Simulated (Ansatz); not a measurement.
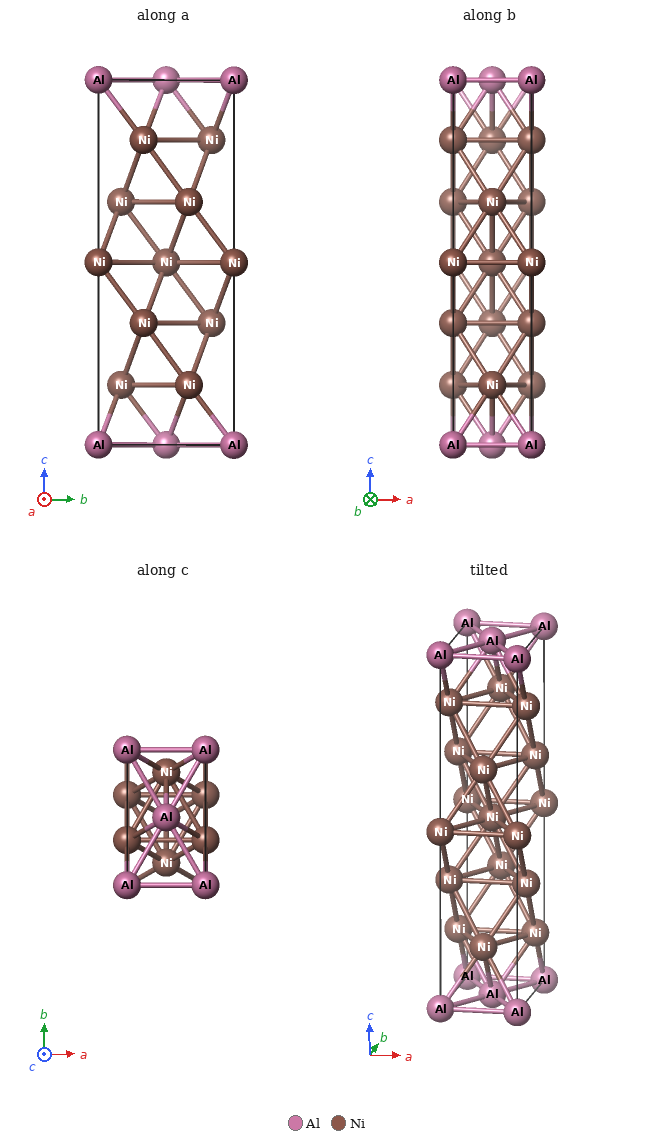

Shown here is a ball-and-stick view of the crystal, taken along the a axis, along the b axis, along the c axis and slightly off an axis. The unit cell is drawn as a box.

Lattice parameters: a = 2.5730 Å, b = 4.4460 Å, c = 11.9735 Å, α = 90.161°, β = 90.004°, γ = 90.000°.

**Reconstruct the structure as a CIF in P1 with every atom of the cell, with free fractional coordinates to two decimals.**

```cif
data_structure
_symmetry_space_group_name_H-M 'P 1'
_symmetry_Int_Tables_number 1
_cell_length_a 2.5730
_cell_length_b 4.4460
_cell_length_c 11.9735
_cell_angle_alpha 90.161
_cell_angle_beta 90.004
_cell_angle_gamma 90.000
_cell_volume 136.97
loop_
_atom_site_label
_atom_site_type_symbol
_atom_site_fract_x
_atom_site_fract_y
_atom_site_fract_z
_atom_site_occupancy
Al1 Al 0.00 0.00 0.00 1
Al2 Al 0.50 0.50 0.00 1
Ni1 Ni 0.50 0.17 0.67 1
Ni2 Ni 0.00 0.67 0.67 1
Ni3 Ni 0.00 0.33 0.84 1
Ni4 Ni 0.50 0.83 0.84 1
Ni5 Ni 0.50 0.17 0.16 1
Ni6 Ni 0.00 0.67 0.16 1
Ni7 Ni 0.00 0.33 0.33 1
Ni8 Ni 0.50 0.83 0.33 1
Ni9 Ni 0.00 0.00 0.50 1
Ni10 Ni 0.50 0.50 0.50 1
```

The cell started as a structure type filled with these elements by a generator (whether the compound takes this form wasn't checked). This is the structure after a relaxation with DFT PBE, scalar-relativistic, plane waves, PAW in Ansatz 0.2.0.
